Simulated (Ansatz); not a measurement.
# A workflow on CH2F3Si (SMILES [CH2][Si](F)(F)F)

Wanted: a series of 8 runs (UHF/STO-3G, UHF/3-21G, UHF/6-31G*) of CH2F3Si. 

Program for the calculation: Ansatz 0.2.0.

### Step 1. Starting point

CH2F3Si has 7 atoms, charge 0, and is taken as a doublet. As SMILES, `[CH2][Si](F)(F)F`. Geometry: relaxed at PBE0-D4/def2-TZVP. The run starts from this shape.

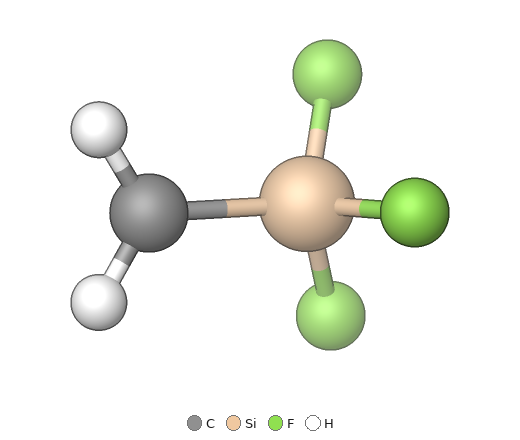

The structure, seen from a chosen angle (carbon grey, silicon light orange, fluorine green, hydrogen white).

### Step 2. A geometry optimisation at UHF/STO-3G (start density atoms) (run 1)

File in.yaml:

```yaml
crystal:
  periodic: [false, false, false]
  atoms:
    - {symbol: C, position_ang: [-0.691800, 0.401700, 0.763500]}
    - {symbol: Si, position_ang: [0.442900, -0.260900, -0.483500]}
    - {symbol: F, position_ang: [0.009400, 0.178500, -1.934200]}
    - {symbol: F, position_ang: [0.495400, -1.838000, -0.481100]}
    - {symbol: F, position_ang: [1.916900, 0.241300, -0.236600]}
    - {symbol: H, position_ang: [-1.731100, 0.616200, 0.542200]}
    - {symbol: H, position_ang: [-0.380400, 0.593100, 1.784100]}
basis:
  gaussian:
    orbitals: STO-3G
magnetization:
  spin_polarized: true
  initial_magnetization: 1
hamiltonian:
  xc: hf
relax:
  f_tol: 0.002
output: {orbitals: {seedname: orbitals}}
```

The run is started by

```console
$ ansatz run in.yaml --threads 1 --pin off --max-ram 3480MiB --events-out events.jsonl --progress --plain --runs-dir runs
```

Standard output:

```text
Warning: RAYON_NUM_THREADS=1 ignored (pool sized by the plan → 1); use --threads N
The last accepted step is kept in runs//last_step.txt (removed where the run ends without a failure and the disk answers)
[... 43 lines left out ...]
Total energy: -16825.26382443 eV, -618.3170409744 hartree
[... 7 lines left out ...]
Dipole moment:    -0.199509     0.113637     0.219288 e Å
```

It took 7.2 s on 1 thread of Arm Neoverse N1, shared host; peak memory 0.1 GiB.

The path in brief:

```csv
step,energy from the first frame kept (eV),largest force (eV/Å)
1,0.0000,0.8341
2,-0.0207,0.4475
3,-0.0281,0.0389
4,-0.0282,0.0169
5,-0.0282,0.0029
```

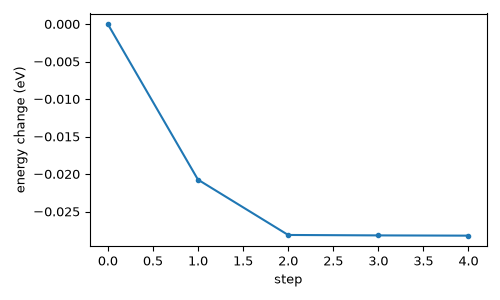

Energy along the run.

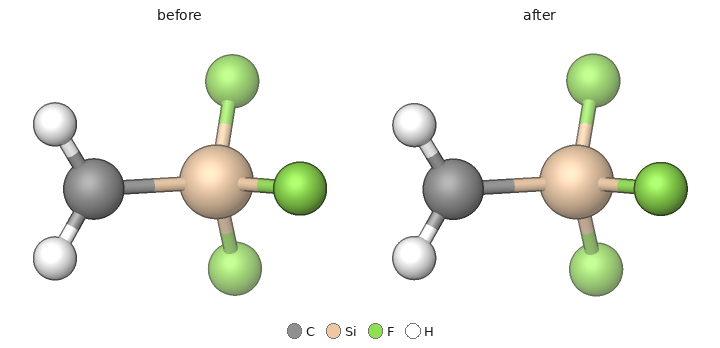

Before and after, at one scale.

After the run. Bond lengths: C1–Si2 1.824 Å, Si2–F3 1.596 Å, Si2–F4 1.596 Å, Si2–F5 1.596 Å, C1–H6 1.080 Å, C1–H7 1.080 Å. Angles: C1–Si2–F3 111.6°, C1–Si2–F4 112.2°, C1–Si2–F5 111.7°, F3–Si2–F4 106.8°, F3–Si2–F5 107.4°, F4–Si2–F5 106.8°, Si2–C1–H6 122.5°, Si2–C1–H7 122.5°, H6–C1–H7 115.0°.

### Step 3. Vibrational wavenumbers at UHF/STO-3G (start density atoms) (run 2)

File job.yaml:

```yaml
crystal:
  periodic: [false, false, false]
  atoms:
    - {symbol: C, position_ang: [-0.699513, 0.404107, 0.772232]}
    - {symbol: Si, position_ang: [0.444114, -0.259107, -0.485042]}
    - {symbol: F, position_ang: [0.018738, 0.182951, -1.958615]}
    - {symbol: F, position_ang: [0.490633, -1.854820, -0.475923]}
    - {symbol: F, position_ang: [1.939135, 0.247327, -0.247838]}
    - {symbol: H, position_ang: [-1.736198, 0.617236, 0.558952]}
    - {symbol: H, position_ang: [-0.395611, 0.594206, 1.790633]}
basis:
  gaussian:
    orbitals: STO-3G
magnetization:
  spin_polarized: true
  initial_magnetization: 1
hamiltonian:
  xc: hf
phonons:
  temperatures: {t_min: 298.15, t_max: 298.15, t_step: 1}
```

The run is started by

```console
$ ansatz run job.yaml --threads 1 --pin off --max-ram 3480MiB --events-out events.jsonl --progress --plain --runs-dir runs
```

Standard output:

```text
Warning: RAYON_NUM_THREADS=1 ignored (pool sized by the plan → 1); use --threads N
[... 232 lines left out ...]
WARN: phonons: modes at or below zero, which the zero-point energy, F, S and C_V leave out: 1, the lowest at -13.31 cm⁻¹. A minimum has none, and a first-order saddle one
Total energy: -16825.26382416 eV, -618.3170409644 hartree
[... 7 lines left out ...]
Dipole moment:    -0.199509     0.113638     0.219289 e Å
Vibrations: -13.31 246.22 254.15 329.68 342.65 383.86 431.65 758.42 895.83 1004.83 1067.89 1098.96 1710.80 3626.18 3788.84 cm⁻¹, zero-point energy 0.988152 eV
```

Wall time 32 s (1 thread of Arm Neoverse N1, shared host); peak memory 0.087 GiB.

Runs 3 to 7 aren't shown in full; the table further down has their settings and results.

### Step 4. Vibrational wavenumbers at UHF/6-31G(d) (Cartesian functions, start density atoms) (run 8)

File molecule.yaml:

```yaml
crystal:
  periodic: [false, false, false]
  atoms:
    - symbol: C
      position_ang: [-0.695917, 0.407162, 0.768229]
    - symbol: Si
      position_ang: [0.445586, -0.264632, -0.486026]
    - symbol: F
      position_ang: [0.014090, 0.176699, -1.932018]
    - symbol: F
      position_ang: [0.499119, -1.837058, -0.487003]
    - symbol: F
      position_ang: [1.915108, 0.237595, -0.240345]
    - symbol: H
      position_ang: [-1.728850, 0.615180, 0.549935]
    - symbol: H
      position_ang: [-0.387836, 0.596955, 1.781628]
basis:
  gaussian:
    orbitals: "6-31G*"
magnetization:
  spin_polarized: true
  initial_magnetization: 1
hamiltonian:
  xc: hf
phonons:
  temperatures: {t_min: 298.15, t_max: 298.15, t_step: 1}
```

The run is started by

```console
$ ansatz run molecule.yaml --threads 1 --pin off --max-ram 3480MiB --events-out events.jsonl --progress --plain --runs-dir runs
```

Standard output:

```text
Warning: RAYON_NUM_THREADS=1 ignored (pool sized by the plan → 1); use --threads N
[... 231 lines left out ...]
Total energy: -17046.42492046 eV, -626.4445613452 hartree
[... 7 lines left out ...]
Dipole moment:    -0.326855     0.182477     0.359333 e Å
Vibrations: 37.81 244.03 245.45 347.44 357.11 412.04 603.69 768.68 825.10 976.02 1048.23 1069.86 1549.76 3321.03 3415.06 cm⁻¹, zero-point energy 0.943601 eV
```

Wall time 95 s (1 thread of Arm Neoverse N1, shared host); peak memory 0.18 GiB.

### Step 5. All runs side by side

| run | level | task | walk f tol | partner | energy (Eh) | dipole moment (D) | ⟨S²⟩ | wall time |
| --- | --- | --- | --- | --- | --- | --- | --- | --- |
| 1 | UHF/STO-3G (start density atoms) | optimise | 0.002 | base | -618.317041 | 1.53 | 0.765 | 7.2 s |
| 2 | UHF/STO-3G (start density atoms) | frequencies | – | base | -618.317041 | 1.53 | 0.765 | 32 s |
| 3 | UHF/STO-3G (start density atoms) | energy | – | cation | -618.014767 | – | – | 1.1 s |
| 4 | UHF/STO-3G (start density atoms) | optimise | – | cation | -618.036623 | – | – | 12 s |
| 5 | UHF/3-21G (start density atoms) | optimise | 0.002 | base | -623.104047 | 3.40 | 0.760 | 11 s |
| 6 | UHF/3-21G (start density atoms) | frequencies | – | base | -623.104047 | 3.40 | 0.760 | 41 s |
| 7 | UHF/6-31G* (Cartesian functions, start density atoms) | optimise | 0.002 | base | -626.444561 | 2.49 | 0.759 | 18 s |
| 8 | UHF/6-31G* (Cartesian functions, start density atoms) | frequencies | – | base | -626.444561 | 2.49 | 0.759 | 95 s |

### Step 6. Summary of results

| quantity | value |
| --- | --- |
| run 8, UHF/6-31G*: total energy | -626.44456 Eh |
| run 8, UHF/6-31G*: dipole moment | 2.49 D |
| run 8, UHF/6-31G*: ⟨S²⟩ | 0.759 |
| run 8, UHF/6-31G*: largest force on an atom | 0.001 eV/Å |
| run 8, UHF/6-31G*: lowest harmonic wavenumber | 38 cm⁻¹ |
| run 8, UHF/6-31G*: highest harmonic wavenumber | 3415 cm⁻¹ |
| run 8, UHF/6-31G*: zero-point energy | 91.0 kJ/mol |
| vertical ionisation energy (to the singlet cation) | 8.225 eV |
| adiabatic ionisation energy (to the singlet cation, no zero-point term) | 7.631 eV |

Removing an electron at fixed nuclei costs 8.23 eV (190 kcal/mol). Only the singlet of the ionised species was computed; a triplet could lie lower. In a minimal basis such a difference can be off by several eV, whatever the method. The adiabatic ionisation energy (to the singlet cation, no zero-point term) is 7.63 eV (176 kcal/mol). In runs 1, 2, 3, 4 the basis is minimal, so the values are rough. All runs together took 3.6 min, the longest 95 s.
